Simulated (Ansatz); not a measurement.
# Run report: BNH5Cl, nudged elastic band (part 2 of 2)

The same run, continued: BNH5Cl; RKS PBE-D4/def2-SVP (Ansatz 0.2.0). It belongs to a series of runs on one base structure; here: band between the two ends.

Geometry of the input (Å):
```
B  -0.0764  -0.1381  -0.1410
H  -0.0976  -0.3068  1.0719
H  0.9636  0.0725  -0.7301
N  -1.2785  -0.2308  -0.8348
H  -2.1790  -0.4000  -0.3846
H  -1.3495  -0.1087  -1.8462
Cl -0.1684  2.6530  1.7490
H  -0.1146  1.3598  1.5455
```

### Output, continued
```
NEB iter  44: max|band force component| = 1.549e-1 eV/Å  barrier→ = 0.8116 eV  barrier← = 1.5286 eV  CI = image 3  Δτ_max = 0.0447 Å  (154 SCF iters)
NEB iter  45: max|band force component| = 9.450e-2 eV/Å  barrier→ = 0.8116 eV  barrier← = 1.5286 eV  CI = image 3  Δτ_max = 0.0405 Å  (153 SCF iters)
NEB iter  46: max|band force component| = 4.659e-2 eV/Å  barrier→ = 0.8116 eV  barrier← = 1.5286 eV  CI = image 3  Δτ_max = 0.0440 Å  (152 SCF iters)
the calculation of the forces begins
reference -14758.01072093 eV, -542.3468906554 hartree; 17, 17 occupied and 54, 54 virtual orbitals, 811 factors
811 factors; their error is unknown
mean field -14756.48437940 eV, -542.2907986386 hartree, gradient 3.7e-6 eV, S^2 0.000000; 1 other end points of the search recorded, 0 dependent functions left out
the calculation of the forces begins
reference -14756.48440846 eV, -542.2907997066 hartree; 17, 17 occupied and 54, 54 virtual orbitals, 811 factors
NEB iter  47: max|band force component| = 2.772e-2 eV/Å  barrier→ = 0.8116 eV  barrier← = 1.5286 eV  CI = image 3  Δτ_max = 0.0000 Å  (338 SCF iters)
```

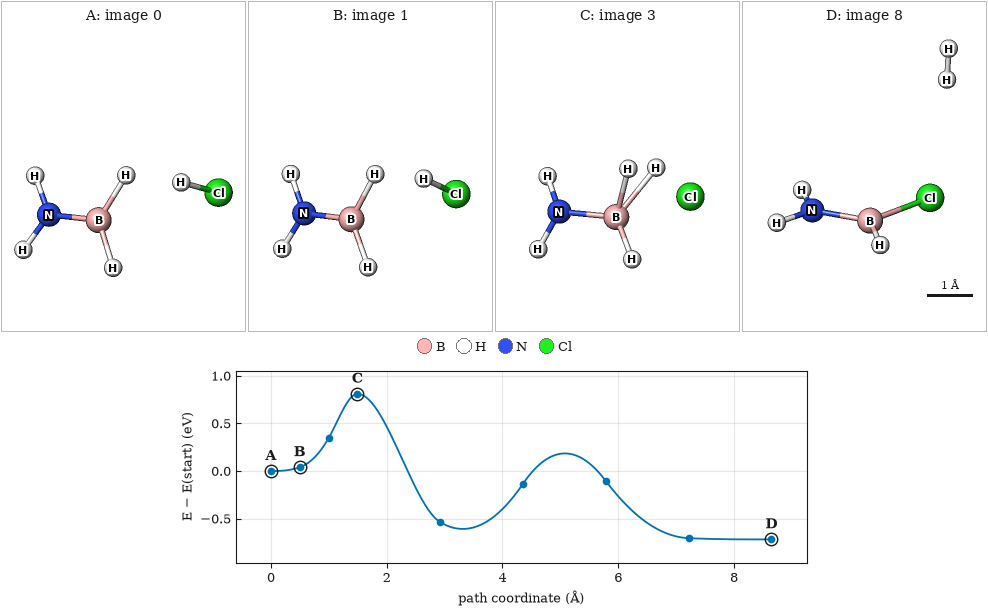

Figure 1. Images of the last band (counted from 0; ball-and-stick, seen at a tilt) above the energy along the path; the line is a cubic interpolation that uses the forces. The highest image is number 3, 0.812 eV above the start and 1.529 eV above the end (the climbing image); the end lies 0.717 eV below the start. The path is 8.65 Å long. The band converged in 47 iterations.

```
Total energy: -14756.59956371 eV, -542.2950315838 hartree
Atom 0 at    -0.106887     0.309987    -0.015989 Å, force     0.000002    -0.000001     0.000000 eV/Å
Atom 1 at     0.014297    -0.346552     1.169129 Å, force    -0.000000     0.000004    -0.000002 eV/Å
Atom 2 at     0.989874     0.312495    -0.521048 Å, force    -0.000001    -0.000000    -0.000002 eV/Å
Atom 3 at    -1.281385    -0.119309    -0.686850 Å, force    -0.000008     0.000009     0.000022 eV/Å
Atom 4 at    -2.203119    -0.075944    -0.251207 Å, force    -0.000000    -0.000007    -0.000011 eV/Å
Atom 5 at    -1.327436     0.004712    -1.698652 Å, force     0.000006    -0.000001    -0.000002 eV/Å
Atom 6 at    -0.253999     2.225191     1.036053 Å, force     0.000001     0.000002    -0.000001 eV/Å
Atom 7 at    -0.131545     0.590422     1.398264 Å, force     0.000001    -0.000007    -0.000005 eV/Å
Dipole moment:    -0.296037    -0.398425    -0.126263 e Å
this run last wrote the band of iteration 47 to [file]
```

### The last band as extended XYZ (Å, eV, eV/Å)
```
8
Properties=species:S:1:pos:R:3:forces:R:3 image=0 energy=-14757.41111
B    -0.0764   -0.1381   -0.1410   -0.0053  -0.0150  -0.0245
H    -0.0976   -0.3068    1.0719    0.0073   0.0052   0.0162
H     0.9636    0.0725   -0.7301   -0.0067   0.0024   0.0034
N    -1.2785   -0.2308   -0.8348   -0.0017   0.0107  -0.0079
H    -2.1790   -0.4000   -0.3846   -0.0017  -0.0018   0.0027
H    -1.3495   -0.1087   -1.8462    0.0086  -0.0018   0.0066
Cl   -0.1684    2.6530    1.7490   -0.0018   0.0085  -0.0001
H    -0.1146    1.3598    1.5455    0.0013  -0.0081   0.0036
8
Properties=species:S:1:pos:R:3:forces:R:3 image=1 energy=-14757.37095
B    -0.0456   -0.1212   -0.0865    0.0078  -0.0755  -0.0248
H    -0.0455   -0.3893    1.1132   -0.0115  -0.0213  -0.0199
H     0.9932    0.1358   -0.6559   -0.0030  -0.0665  -0.0464
N    -1.2580   -0.1650   -0.7665    0.0021  -0.0113  -0.0207
H    -2.1577   -0.3146   -0.3081    0.0082  -0.0597  -0.0190
H    -1.3403    0.0460   -1.7615   -0.0090   0.0146  -0.0161
Cl   -0.2658    2.5128    1.4313    0.0057   0.0984   0.1196
H    -0.1806    1.1965    1.4635   -0.0003   0.1213   0.0273
8
Properties=species:S:1:pos:R:3:forces:R:3 image=2 energy=-14757.06623
B    -0.0617    0.0356   -0.0407    0.0993  -0.6327  -0.0686
H    -0.0180   -0.3580    1.1443   -0.0632  -0.0688  -0.0880
H     0.9976    0.2809   -0.5659    0.0015  -0.1004  -0.1430
N    -1.2643   -0.1332   -0.7276    0.0057   0.0072  -0.0850
H    -2.1751   -0.1891   -0.2706    0.0428  -0.2026  -0.0115
H    -1.3268    0.0361   -1.7300   -0.0550   0.1360  -0.0599
Cl   -0.2756    2.2973    1.2072    0.0288   0.1323   0.4269
H    -0.1764    0.9313    1.4131   -0.0599   0.7291   0.0290
8
Properties=species:S:1:pos:R:3:forces:R:3 image=3 energy=-14756.59953
B    -0.1069    0.3100   -0.0160    0.0000   0.0000   0.0000
H     0.0143   -0.3466    1.1691    0.0000   0.0000   0.0000
H     0.9899    0.3125   -0.5210    0.0000   0.0000   0.0000
N    -1.2814   -0.1193   -0.6868    0.0000   0.0000   0.0000
H    -2.2031   -0.0759   -0.2512    0.0000   0.0000   0.0000
H    -1.3274    0.0047   -1.6987    0.0000   0.0000   0.0000
Cl   -0.2540    2.2252    1.0361    0.0000   0.0000   0.0000
H    -0.1315    0.5904    1.3983    0.0000   0.0000   0.0000
8
Properties=species:S:1:pos:R:3:forces:R:3 image=4 energy=-14757.94681
B    -0.1670    0.7865   -0.3211   -0.0202   0.1763  -0.1324
H     0.0528   -0.6581    1.6025    0.0234  -0.1306   0.1986
H     0.9191    0.3446   -0.6303   -0.0151   0.0888  -0.0738
N    -1.3391    0.1859   -0.7807    0.0151   0.0814  -0.0489
H    -2.2787    0.4741   -0.5063    0.0031   0.0977  -0.0587
H    -1.3119   -0.5795   -1.4516   -0.0221  -0.1424   0.0397
Cl   -0.2482    2.2744    0.6774   -0.0463   0.0255  -0.1173
H     0.0728    0.0731    1.8397    0.0621  -0.1968   0.1928
8
Properties=species:S:1:pos:R:3:forces:R:3 image=5 energy=-14757.54519
B    -0.0962    0.8380   -0.6454   -0.0069   0.0172  -0.0491
H    -0.1752   -0.7687    2.4322    0.0017   0.0098  -0.0086
H     0.9926    0.3996   -0.9459    0.0151   0.1162  -0.4693
N    -1.2936    0.1220   -0.8615   -0.0166  -0.0232   0.1030
H    -2.0880    0.1223   -0.2325   -0.3780   0.6860   0.1335
H    -1.5654   -0.2401   -1.7691    0.4111  -0.6825  -0.1781
Cl   -0.0964    2.4577    0.0954   -0.0247  -0.1352   0.4622
H     0.0219   -0.0297    2.3565   -0.0018   0.0117   0.0065
8
Properties=species:S:1:pos:R:3:forces:R:3 image=6 energy=-14757.51364
B    -0.1018    0.7774   -0.6466   -0.0025  -0.0187   0.0381
H    -0.1631   -0.6055    2.5099   -0.0044   0.0005   0.0140
H     0.9536    0.2179   -0.4474   -0.0251  -0.0959   0.4491
N    -1.2911    0.0677   -0.9309    0.0017   0.0326  -0.0864
H    -1.6724   -0.6236   -0.2911    0.3995  -0.6633  -0.1232
H    -2.0103    0.3901   -1.5679   -0.3806   0.6641   0.1511
Cl   -0.0573    2.5555   -0.5652    0.0159   0.0810  -0.4371
H     0.0421    0.1214    2.3689   -0.0045  -0.0003  -0.0056
8
Properties=species:S:1:pos:R:3:forces:R:3 image=7 energy=-14758.11521
B    -0.1257    0.6137   -0.6270   -0.0017  -0.0012   0.0005
H    -0.0722   -0.1414    2.7390    0.0008   0.0087   0.0042
H     0.9005   -0.0286   -0.5719   -0.0004  -0.0063  -0.0043
N    -1.3317    0.0202   -0.9984    0.0001  -0.0026  -0.0013
H    -1.4031   -0.9736   -1.2154    0.0053  -0.0071  -0.0231
H    -2.2142    0.5304   -1.0571   -0.0049   0.0060   0.0134
Cl   -0.0814    2.3483   -0.2217    0.0017  -0.0054   0.0098
H     0.0276    0.5320    2.3822   -0.0010   0.0078   0.0009
8
Properties=species:S:1:pos:R:3:forces:R:3 image=8 energy=-14758.12810
B    -0.1209    0.5193   -0.8435    0.0054   0.0066  -0.0070
H    -0.0157    0.2553    3.4611    0.0001   0.0047  -0.0063
H     0.9269    0.0223   -1.1973   -0.0077   0.0025   0.0059
N    -1.3459   -0.0287   -1.2217    0.0042  -0.0022   0.0014
H    -1.4106   -0.8647   -1.8028   -0.0039   0.0085   0.0066
H    -2.2458    0.3640   -0.9402    0.0021  -0.0059  -0.0041
Cl   -0.0848    1.9837    0.1740   -0.0001  -0.0105  -0.0015
H    -0.0034    0.6498    2.8002   -0.0002  -0.0039   0.0051
```

### Key numbers

```tsv
quantity	value
outcome	converged
barrier, forward	0.812 eV
barrier, backward	1.529 eV
hardware	1 thread of Arm Neoverse V2, 24 GiB of memory available, shared host
wall time	7.1 min
peak memory	0.12 GiB
```

### Remarks

The order of the saddle point was not checked.
